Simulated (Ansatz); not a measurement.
The parent structure is ZnS in the wurtzite structure (space group P6_3mc, No. 186; a = 3.8451 Å, c = 6.3057 Å). Axes: x lies along a and z along c of the hexagonal cell.

It is then changed as follows: biaxial strain −2.15 %, plane normal [001], relaxed out of plane (Cartesian); in-plane vectors clamped, the third vector and the atoms free.

Method: PBE/PAW in Ansatz (a program for electronic structure), without spin-orbit coupling, earlier PAW set.

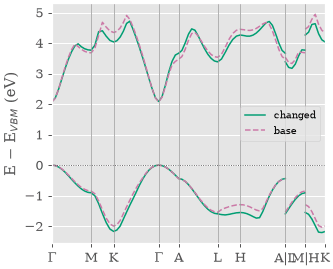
Fig. 1. Highest valence and lowest conduction band along the path, each from its own valence-band maximum

**Question.** From the figure, how large is the changed gap, and is it direct?

**Answer.** About 2.1 eV, direct at Γ.

Whether these cells are dynamically stable was not tested.
